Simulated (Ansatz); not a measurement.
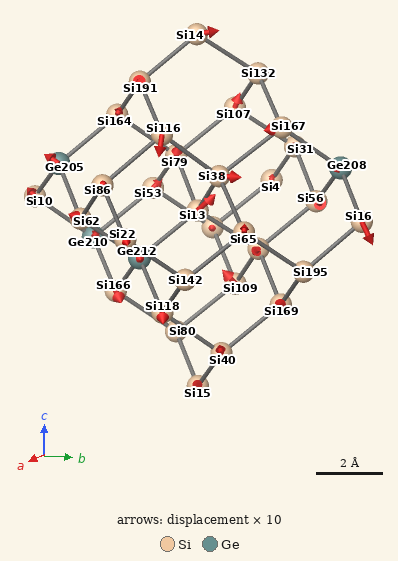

This is a relaxation of crystalline Si203Ge13 (a generated structure, set up in P1). The starting structure is drawn; red arrows show the displacements, 10 times their true length.

The picture is a ball-and-stick view of the atoms within 5.8 Å of the atom that moves most (axes of the cell of the calculation), seen slightly off an axis.

Level of theory: Ansatz 0.2.0, DFT, PBEsol, PAW, plane waves. Settings: plane-wave cutoff 420 eV; k-point mesh 1 × 1 × 1; mesh shifted by (0.5, 0.5, 0.5); no spin polarisation; cell relaxed at fixed shape; force threshold 0.03 eV/Å; at most 80 steps.

> Atoms of which element are displaced furthest, and by how much?

Silicon: up to 0.088 Å, against 0.059 Å for germanium.

> What did the optimiser do to the structure, and how much energy did it gain?

The largest moves, 0.088 Å, are those of Si atoms. Largest moves by element: Si 0.088 Å, Ge 0.059 Å. The cell doesn't change. Near-neighbour distances that change, for instance: Si–Si 2.455 → 2.350 Å, Si–Si 2.254 → 2.353 Å, Ge–Si 2.306 → 2.388 Å, Ge–Si 2.324 → 2.394 Å. Among the angles between lasting bonds that change: Si–Si–Si 112.4° → 109.6°, Si–Si–Si 107.3° → 109.8°. The space group stays P1 (No. 1). After 3 geometry steps the energy has fallen by 9.9 meV per atom. Largest force component: 1.3 eV/Å at the start, 0.0079 eV/Å at the end. The pressure goes from 0.06 to −0.01 GPa.
